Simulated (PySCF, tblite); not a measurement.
# C5H14SSi2: geometry, infrared bands and NMR shifts

Wanted: the infrared bands and NMR shifts of C5H14SSi2 (`C[SiH2]S[SiH2]C1CCC1`), by calculation.

Computed with tblite 0.8.0 and PySCF 2.14.0, with density-fitted response routines of our own, on a single molecule in the gas phase. Atoms count from 0, in the outputs and in this text.

## (1) Starting geometry

22 atoms, charge 0, multiplicity 1; geometry from: force field or distance geometry start.

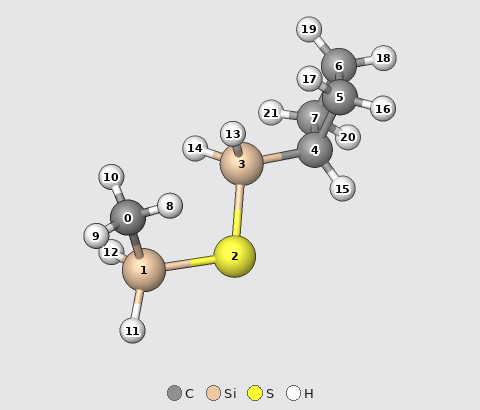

As it starts; carbon grey, silicon light orange, sulfur yellow, hydrogen white, atoms numbered.

## (2) Relaxing the molecule with GFN2-xTB

The job: settings as JSON, then the geometry in Å.

```
{"job": {"kind": "relax", "xc": "GFN2-xTB", "basis": "xTB"}, "charge": 0, "multiplicity": 1}
C     -3.712100     0.628400    -0.226900
Si    -3.384400    -1.142100     0.258500
S     -1.467300    -1.105700     1.288000
Si    -0.148900    -0.044700    -0.060500
C      1.589800    -0.237300     0.596400
C      2.265900     1.119500     0.500500
C      3.239700     0.511300    -0.474000
C      2.586500    -0.846600    -0.372300
H     -3.106900     1.286100     0.444000
H     -4.808500     0.876400    -0.173200
H     -3.309100     0.790100    -1.253200
H     -4.441100    -1.717200     1.098200
H     -3.156700    -1.906200    -0.967000
H     -0.566400     1.352600    -0.148400
H     -0.307500    -0.680300    -1.366500
H      1.627600    -0.722300     1.584900
H      2.667300     1.392100     1.493500
H      1.619100     1.874700     0.036700
H      4.241800     0.469400    -0.016800
H      3.178300     0.905200    -1.488800
H      3.244500    -1.547700     0.169800
H      2.137900    -1.236300    -1.309000
```

Run with:

```console
$ OMP_NUM_THREADS=1 python probes_run.py task.json out
```

One launch serves the whole session: the jobs run in the order shown.

**Question.** This job is followed by: GFN2-xTB harmonic vibrations, gas phase; GIAO PBE0/pcSseg-1 NMR shielding, non-relativistic, gas phase. What will the session give for the following? strongest single infrared mode (GFN2-xTB); zero-point energy (GFN2-xTB); 13C shifts against TMS (PBE0/pcSseg-1, means over atoms taken as alike); 1H shifts against TMS (PBE0/pcSseg-1, means over atoms taken as alike); 29Si shifts against TMS (PBE0/pcSseg-1); 33S shifts against CS2 (PBE0/pcSseg-1).

**Answer**, as computed:

| quantity | value |
| --- | --- |
| strongest single infrared mode (GFN2-xTB) | 721 cm⁻¹, 357 km/mol |
| zero-point energy (GFN2-xTB) | 108.0 kcal/mol |
| 13C shifts against TMS (PBE0/pcSseg-1, means over atoms taken as alike) | 23.8, 21.0, 19.3, -2.0 ppm |
| 1H shifts against TMS (PBE0/pcSseg-1, means over atoms taken as alike) | 4.94, 4.76, 2.56, 2.19, 2.03, 2.01, 1.83, 0.37 ppm |
| 29Si shifts against TMS (PBE0/pcSseg-1) | -24.3, -27.9 ppm |
| 33S shifts against CS2 (PBE0/pcSseg-1) | -313 ppm |

Relaxing lowered the energy by 0.595 eV in 187 steps; the close pair that moved most is C0–H9, from 1.125 to 1.086 Å. All 60 modes are real, so the xTB geometry is a minimum. The strongest single mode, at 721 cm⁻¹, is spread over many atoms; the largest shares are those of H14, H13. Unscaled tight-binding wavenumbers are off by several per cent, some by more. Its intensities can rank the bands wrongly. At PBE0/pcSseg-1: The widest tensor belongs to S2: span 142 ppm, with a paramagnetic part of -246 ppm.
